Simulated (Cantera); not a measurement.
Feed: 1 mol Al(CH₃)₃, 10 mol O₂, 3 mol N₂, 7.4 mol NH₃, at 560 Pa.

These are equilibrium values from Cantera (NASA tables, ideal gas, pure condensed phases), not measurements of a reactor. Candidate condensed phases: Al, AlN, Al₂O₃, C, C₆H₆, C₇H₈, C₈H₁₈, H₂O; 148 gas species. The feed counts by its element totals alone. Rates play no part.

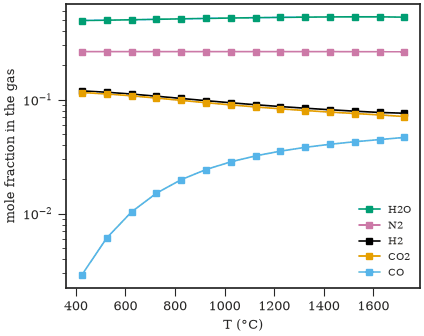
Figure. Equilibrium gas composition (values under 1e-9 drawn at 1e-9)

Q: Read off the mole fractions at 825 °C.

A: H₂O about 0.51, N₂ about 0.26, H₂ about 0.10, CO₂ about 0.099, CO about 0.020.
